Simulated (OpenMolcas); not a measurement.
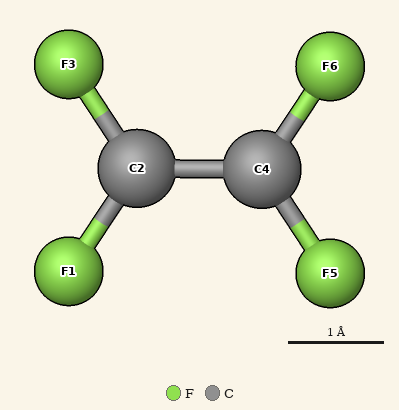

Figure 1. The input geometry (ball-and-stick view, seen on its broad side; atoms are numbered from 1 in the order of the input).

## Energy and gradient calculation of C₂F₄

C₂F₄, computed with BLYP/6-31G, RKS (OpenMolcas 26.06).

The geometry comes from this level: PBE0-D4/def2-TZVP.

**Input**
```
>>> EXPORT MOLCAS_PRINT=2
&GATEWAY
BasLib=$CurrDir
Coord
6
bohr
F      2.20946778    -2.14389429    -1.33792610
C      0.38266954    -1.20980266     0.04856596
F     -0.63778257    -2.87351755     1.57281905
C     -0.35602440     1.16936253    -0.07766774
F      0.66423873     2.83326638    -1.60173186
F     -2.18301162     2.10345415     1.30882431
Basis=6-31G
Group=NoSym
&SEWARD
GridInput
Grid=Fine
End of Grid
&SCF
KSDFT=BLYP
PrOrbitals=0
&ALASKA
```

Launched with:
```bash
export MOLCAS_MEM=1860
pymolcas job.input > job.log
```

**What the program printed**
```
--- Start Module: gateway ---

                                              &GATEWAY

                       available to each process: 1.9 GB of memory, 1 thread

 Basis Set     1 Label: F.6-31G
 Basis set is read from library:.
 basistype.tbl is not found

 Basis Set     2 Label: C.6-31G
 Basis set is read from library:.
 basistype.tbl is not found

 Basis Set     3 Label: F.6-31G
 Basis set is read from library:.
 basistype.tbl is not found

 Basis Set     4 Label: C.6-31G
 Basis set is read from library:.
 basistype.tbl is not found

 Basis Set     5 Label: F.6-31G
 Basis set is read from library:.
 basistype.tbl is not found

++    Symmetry information:
      ---------------------

                    Character Table for C1

                             E
                    a        1  x, y, xy, Rz, z, xz, Ry, yz, Rx, I
--

++    Basis set information:
      ----------------------

      Basis set label: F.6-31G.........

      Electronic valence basis set:
      ------------------
      Associated Effective Charge   9.000000 au
      Associated Actual Charge      9.000000 au
      Nuclear Model: Point charge

      Shell  nPrim  nBasis  Cartesian Spherical Contaminant
         s      10       3        X
         p       4       2        X

      Basis set label: C.6-31G.........

      Electronic valence basis set:
      ------------------
      Associated Effective Charge   6.000000 au
      Associated Actual Charge      6.000000 au
      Nuclear Model: Point charge

      Shell  nPrim  nBasis  Cartesian Spherical Contaminant
         s      10       3        X
         p       4       2        X

      Basis set label: F.6-31G.........

      Electronic valence basis set:
      ------------------
      Associated Effective Charge   9.000000 au
      Associated Actual Charge      9.000000 au
      Nuclear Model: Point charge

      Shell  nPrim  nBasis  Cartesian Spherical Contaminant
         s      10       3        X
         p       4       2        X

      Basis set label: C.6-31G.........

      Electronic valence basis set:
      ------------------
      Associated Effective Charge   6.000000 au
      Associated Actual Charge      6.000000 au
      Nuclear Model: Point charge

      Shell  nPrim  nBasis  Cartesian Spherical Contaminant
         s      10       3        X
         p       4       2        X

      Basis set label: F.6-31G.........

      Electronic valence basis set:
      ------------------
      Associated Effective Charge   9.000000 au
      Associated Actual Charge      9.000000 au
      Nuclear Model: Point charge

      Shell  nPrim  nBasis  Cartesian Spherical Contaminant
         s      10       3        X
         p       4       2        X
--

++    Molecular structure info:
      -------------------------

                    ************************************************
                    **** Cartesian Coordinates / bohr, angstrom ****
                    ************************************************

     Center  Label                x              y              z                     x              y              z
        1      F1               2.209468      -2.143894      -1.337926              1.169200      -1.134500      -0.708000
        2      C2               0.382670      -1.209803       0.048566              0.202500      -0.640200       0.025700
        3      F3              -0.637783      -2.873518       1.572819             -0.337500      -1.520600       0.832300
        4      C4              -0.356024       1.169363      -0.077668             -0.188400       0.618800      -0.041100
        5      F5               0.664239       2.833266      -1.601732              0.351500       1.499300      -0.847600
        6      F6              -2.183012       2.103454       1.308824             -1.155200       1.113100       0.692600

                    ***************************************
                    *    InterNuclear Distances / bohr    *
                    ***************************************

               1 F1            2 C2            3 F3            4 C4            5 F5            6 F6
    1 F1       0.000000
    2 C2       2.476304        0.000000
    3 F3       4.136620        2.476412        0.000000
    4 C4       4.375805        2.494400        4.375885        0.000000
    5 F5       5.218185        4.375977        6.658860        2.476345        0.000000
    6 F6       6.658764        4.375916        5.218014        2.476443        4.136520        0.000000

                    *******************************************
                    *    InterNuclear Distances / angstrom    *
                    *******************************************

               1 F1            2 C2            3 F3            4 C4            5 F5            6 F6
    1 F1       0.000000
    2 C2       1.310403        0.000000
    3 F3       2.189005        1.310461        0.000000
    4 C4       2.315576        1.319980        2.315619        0.000000
    5 F5       2.761345        2.315667        3.523717        1.310425        0.000000
    6 F6       3.523666        2.315635        2.761254        1.310477        2.188952        0.000000

                    **************************************
                    *    Valence Bond Angles / degree    *
                    **************************************
                          Atom centers                 Phi
                      1 F1       2 C2       3 F3       113.28
                      1 F1       2 C2       4 C4       123.36
                      3 F3       2 C2       4 C4       123.36
                      2 C2       4 C4       5 F5       123.37
                      2 C2       4 C4       6 F6       123.36
                      5 F5       4 C4       6 F6       113.27

           ***************************************************************
           *              Valence Dihedral Angles / degree               *
           ***************************************************************
                    Atom centers                       Phi1     Phi2     Theta
           1 F1       2 C2       4 C4       5 F5        123.36   123.37    -0.01
           1 F1       2 C2       4 C4       6 F6        123.36   123.36   180.00
           3 F3       2 C2       4 C4       5 F5        123.36   123.37   180.00
           3 F3       2 C2       4 C4       6 F6        123.36   123.36     0.00
--

            Nuclear Potential Energy            245.55522082 au

--- Stop Module: gateway /rc=_RC_ALL_IS_WELL_ ---

--- Start Module: seward ---

                                              &SEWARD

                       available to each process: 1.9 GB of memory, 1 thread

               SEWARD will generate:
                  Multipole Moment integrals up to order  2
                  Kinetic Energy integrals
                  Nuclear Attraction integrals (point charge)
                  One-Electron Hamiltonian integrals
                  Velocity integrals
                  Orbital angular momentum around (  0.0133  -0.0202  -0.0145 )
                  Velocity quadrupole around (  0.0133  -0.0202  -0.0145 )
                  Two-Electron Repulsion integrals

                   Integrals are discarded if absolute value <: 1.00E-14
                   Integral cutoff threshold is set to       <: 1.00E-16

            Nuclear Potential Energy            245.55522082 au

      Basis set specifications :
      Symmetry species         a
      Basis functions           54

--- Stop Module: seward /rc=_RC_ALL_IS_WELL_ ---

--- Start Module: scf ---

                                                &SCF

                       available to each process: 1.9 GB of memory, 1 thread

 ###############################################################################
 ###     Minimized-density-differences option turned off!                    ###
 ###############################################################################
++    Input section:
      --------------

      Header of the integral files:

      Cartesian coordinates in angstrom:
      -----------------------------------------------------
      No.  Label        X            Y            Z
      -----------------------------------------------------
       1   F1         1.16920000  -1.13450000  -0.70800000
       2   C2         0.20250000  -0.64020000   0.02570000
       3   F3        -0.33750000  -1.52060000   0.83230000
       4   C4        -0.18840000   0.61880000  -0.04110000
       5   F5         0.35150000   1.49930000  -0.84760000
       6   F6        -1.15520000   1.11310000   0.69260000
      -----------------------------------------------------
      Nuclear repulsion energy =  245.55522082
--

++    Orbital specifications:
      -----------------------

      Symmetry species               1
                                     a
      Frozen orbitals                0
      Occupied orbitals             24
      Secondary orbitals            30
      Deleted orbitals               0
      Total number of orbitals      54
      Number of basis functions     54
--

      Molecular charge                           0.000

      Numerical integration parameters
      --------------------------------
      Radial quadrature type:                         MHL
      Size of radial grid:                            75
      Lebedev angular grid:                           29
      Angular grid pruned with the crowding factor:  3.00E+00
                                 and fading factor:  6.00E+00
      Screening threshold for integral computation:   1.00E-11
      Radial quadrature accuracy:                     1.00E-25
      Maximum batch size:                             128
      AO values are stored on disk
      The same grid will be used for all iterations.

      DFT functional specifications
      -----------------------------
      Using Libxc version: 6.2.2
      Please cite the following reference:
      S. Lehtola, C. Steigemann, M. J.T. Oliveira, and M. A.L. Marques.,  SoftwareX 7, 1–5 (2018) doi:10.1016/j.softx.2017.11.002

      * Becke 88
        - A. D. Becke.,  Phys. Rev. A 38, 3098 (1988) doi:10.1103/PhysRevA.38.3098
      * Lee, Yang & Parr
        - C. Lee, W. Yang, and R. G. Parr.,  Phys. Rev. B 37, 785 (1988) doi:10.1103/PhysRevB.37.785
        - B. Miehlich, A. Savin, H. Stoll, and H. Preuss.,  Chem. Phys. Lett. 157, 200 (1989) doi:10.1016/0009-2614(89)87234-3

++    Optimization specifications:
      ----------------------------

      SCF Algorithm: Conventional
      D(i)-D(i-1) density differences are used
      Number of density matrices in core                 5
      Maximum number of NDDO SCF iterations            400
      Maximum number of HF SCF iterations              400
      Threshold for SCF energy change             1.00E-09
      Threshold for density matrix                1.00E-04
      Threshold for Fock matrix                   1.50E-04
      Threshold for linear dependence             1.00E-09
      Threshold at which DIIS is turned on        1.50E-01
      Maximum depth in the DIIS procedure                5
      Maximum depth in the BFGS Hessian update          30
      Threshold at which QNR/C2DIIS is turned on  7.50E-02
      Threshold for Norm(delta) (QNR/C2DIIS)      1.00E-03
      All orbitals punched on: SCFORB
--

      Input vectors read from INPORB
      Orbital file label: *Guess orbitals

++ Convergence information
                                   BLYP       iterations: Energy and convergence statistics

Iter     Tot. BLYP       One-elec.       Two-elec.     Energy      Max Dij or  Max Fij      DNorm      TNorm      AccCon     Time
         Energy          Energy          Energy        Change      Delta Norm                                                in Sec.
   1  -474.744231797 -1195.086165669   474.786713049   0.00E+00    8.57E-01*   1.77E-01*    8.39E+00   1.57E+02   None         0.
   2  -473.855892602 -1198.667410234   479.256296809   8.88E-01*   1.43E-01*   1.53E-01*    6.60E+00   1.59E+02   EDIIS        0.
   3  -475.321612169 -1201.331546714   480.454713722  -1.47E+00*   7.27E-02*   3.38E-02*    2.00E+00   1.58E+02   c2DIIS       0.
   4  -475.326410073 -1197.250605763   476.368974867  -4.80E-03*   8.20E-02*   3.00E-02*    5.20E-01   1.58E+02   QNRc2DIIS    0.
   5  -475.327918917 -1200.781810467   479.898670727  -1.51E-03*   4.05E-02*   3.07E-02*    4.70E-01   1.58E+02   QNRc2DIIS    0.
   6  -475.335145884 -1199.150927020   478.260560313  -7.23E-03*   1.49E-02*   9.59E-03*    2.60E-01   1.58E+02   QNRc2DIIS    0.
   7  -475.335953092 -1199.121202893   478.230028978  -8.07E-04*   3.03E-04    8.25E-05     7.71E-02   1.58E+02   QNRc2DIIS    0.
   8  -475.335953156 -1199.117140965   478.225966986  -6.40E-08*   1.65E-04    1.20E-04     3.03E-03   1.58E+02   QNRc2DIIS    0.
   9  -475.335953212 -1199.116801554   478.225627519  -5.62E-08*   1.70E-05    1.05E-05     7.59E-04   1.58E+02   QNRc2DIIS    0.
  10  -475.335953213 -1199.116276711   478.225102675  -9.28E-10    1.21E-05    3.05E-06     1.35E-04   1.58E+02   QNRc2DIIS    0.

       Convergence after  10 Iterations
--

 *****************************************************************************************************************************
 *                                             SCF/KS-DFT Program, Final results                                             *
 *                                                       Final Results                                                       *
 *****************************************************************************************************************************

::    Total KS-DFT energy                            -475.3359532130
      One-electron energy                           -1199.1162767113
      Two-electron energy                             478.2251026753
      Nuclear repulsion energy                        245.5552208229
      Kinetic energy (interpolated)                   473.7113034064
      Virial theorem                                    1.0034296201
      Total spin, S(S+1)                                0.0000000000
      Total spin, S                                     0.0000000000
      Max non-diagonal density matrix element           0.0000120970
      Max non-diagonal Fock matrix element              0.0000014093

      No orbitals printed

++    Molecular charges:
      ------------------

      Mulliken charges per centre
      ---------------------------

                F1      C2      F3      C4      F5      F6
      Total    9.2149  5.5702  9.2149  5.5703  9.2149  9.2149

      N-E     -0.2149  0.4298 -0.2149  0.4297 -0.2149 -0.2149

      Total electronic charge=   48.000000

      Total            charge=   -0.000000
--

++    Molecular properties:
      ---------------------

      Charge (e):
                      =   -0.0000
      Dipole Moment (debye):
      Origin of the operator (angstrom)=    0.0070   -0.0107   -0.0077
                   X=  3.2831E-04               Y= -2.2987E-04               Z= -2.1125E-04           Total=  4.5305E-04
      Quadrupole Moment (debye*angstrom):
      Origin of the operator (angstrom)=    0.0070   -0.0107   -0.0077
                  XX= -3.0829E+01              XY=  6.5655E-01              XZ=  1.7065E+00              YY= -3.2414E+01
                  YZ=  6.3988E-01              ZZ= -3.0575E+01
      In traceless form (debye*angstrom)
                  XX=  6.6588E-01              XY=  9.8483E-01              XZ=  2.5598E+00              YY= -1.7121E+00
                  YZ=  9.5983E-01              ZZ=  1.0462E+00
--

--- Stop Module: scf /rc=_RC_ALL_IS_WELL_ ---
--- Module scf spent 2 seconds ---

--- Start Module: alaska ---

                                              &ALASKA

                       available to each process: 1.9 GB of memory, 1 thread

                     Threshold for contributions to the gradient: 1.000E-07

                    ********************************************
                    * Symmetry Adapted Cartesian Displacements *
                    ********************************************

           Irreducible representation : a
           Basis function(s) of irrep: x, y, xy, Rz, z, xz, Ry, yz, Rx, I

 Basis Label        Type   Center Phase
   1   F1           x         1     1
   2   F1           y         1     1
   3   F1           z         1     1
   4   C2           x         2     1
   5   C2           y         2     1
   6   C2           z         2     1
   7   F3           x         3     1
   8   F3           y         3     1
   9   F3           z         3     1
  10   C4           x         4     1
  11   C4           y         4     1
  12   C4           z         4     1
  13   F5           x         5     1
  14   F5           y         5     1
  15   F5           z         5     1
  16   F6           x         6     1
  17   F6           y         6     1
  18   F6           z         6     1

                     No automatic utilization of translational and rotational invariance of the energy is employed.

 DFT contribution computed for a moving grid.

 Conventional ERI gradients!

 **************************************************
 *              Molecular gradients               *
 **************************************************

  Irreducible representation: a
 ------------------------------------------------------------------------------------------
                              X                       Y                       Z
 ------------------------------------------------------------------------------------------
  F1               -4.98490111402941E-02    2.33116019995521E-02    3.85770704566699E-02
  C2                1.15755268185855E-02   -3.71802371910186E-02    1.94403649651634E-03
  F3                2.90695551414588E-02    4.34956846935304E-02   -4.20846194361104E-02
  C4               -1.15005942315862E-02    3.71573899789630E-02   -2.00578850144228E-03
  F5               -2.90926914447560E-02   -4.35137232097951E-02    4.21120310056757E-02
  F6                4.97972148566070E-02   -2.32707162711563E-02   -3.85427300212875E-02
 ------------------------------------------------------------------------------------------

--- Stop Module: alaska /rc=_RC_ALL_IS_WELL_ ---
--- Module alaska spent 1 second ---

.##################.
.# Happy landing! #.
.##################.

    Timing: Wall=4.84 User=4.08 System=0.75
```

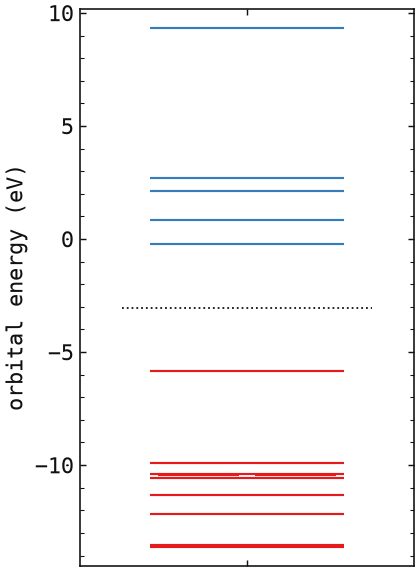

Figure 2. Orbital energies near the frontier; the dotted line parts filled from empty levels, and levels within 0.02 eV of each other stand side by side. Highest filled −5.85 eV, lowest empty −0.22 eV, 5.63 eV apart.

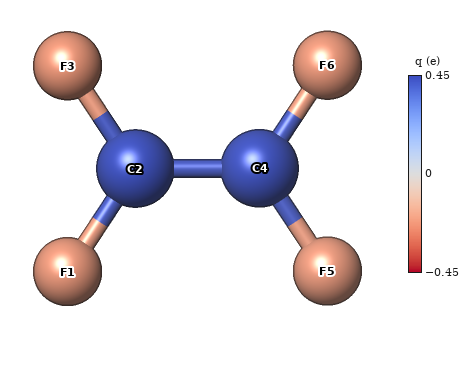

Figure 3. Mulliken charges, as the colour of each atom (ball-and-stick view, seen on its broad side; atoms are numbered from 1 in the order of the input). By element: F −0.21 and C +0.43 e.

**Key numbers**

```json
{"quantity": "outcome", "value": "converged"}
{"quantity": "total energy", "value": "−475.335953 hartree"}
{"quantity": "basis functions", "value": "54"}
{"quantity": "largest force", "value": "3.456 eV/Å"}
{"quantity": "HOMO", "value": "−5.85 eV"}
{"quantity": "LUMO", "value": "−0.22 eV"}
{"quantity": "dipole moment", "value": "0.00 debye"}
{"quantity": "hardware", "value": "1 thread of Arm Neoverse V1, 24 GiB of memory available, shared host"}
{"quantity": "wall time", "value": "5.1 s"}
{"quantity": "peak memory", "value": "0.39 GiB"}
```
